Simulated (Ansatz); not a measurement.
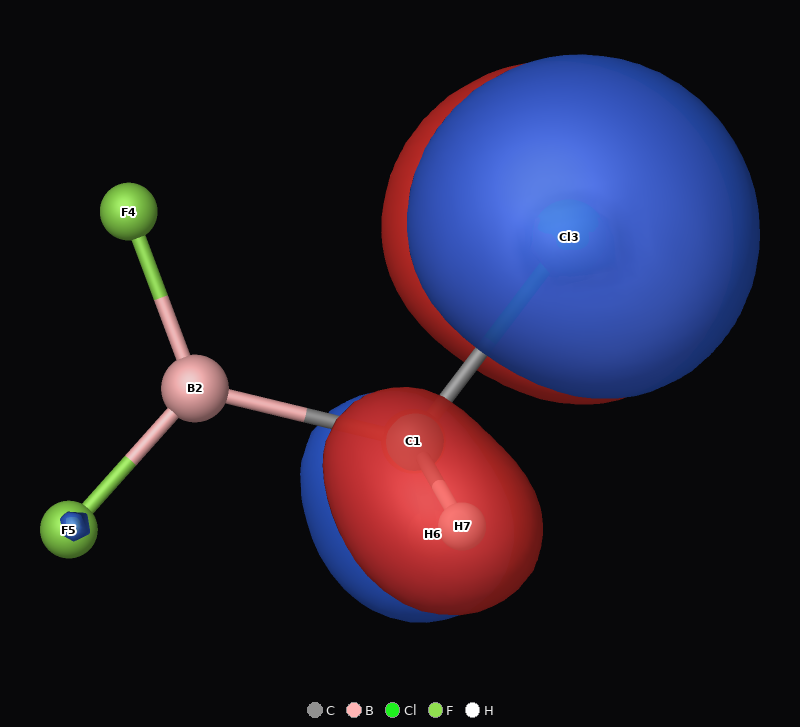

Figure. CH₂BClF₂ (SMILES FB(F)CCl). The HOMO−1 at ±0.1 Å⁻³ᐟ² (blue and red are the two phases), seen across its widest extent.

Geometry: B3LYP-D3(BJ)/def2-SVP.

Level of theory: isolated molecule in a Gaussian basis; Kohn-Sham density functional theory, functional PBE0 in Ansatz.

```xyz
7

C    -2.2732    0.3755    2.1095
B    -0.8276    0.2651    2.7178
Cl   -3.5476    0.7658    3.3141
F    -0.5525    0.4335    3.9918
F     0.1812   -0.0147    1.9080
H    -2.5394   -0.5725    1.6146
H    -2.2866    1.1485    1.3242
```

Q: Describe this orbital and give its energy.

A: Its weight (Hirshfeld) is mainly on Cl3 (about 85 %) and C1 (about 10 %); largely a lone pair of Cl3. Its energy is −8.83 eV.
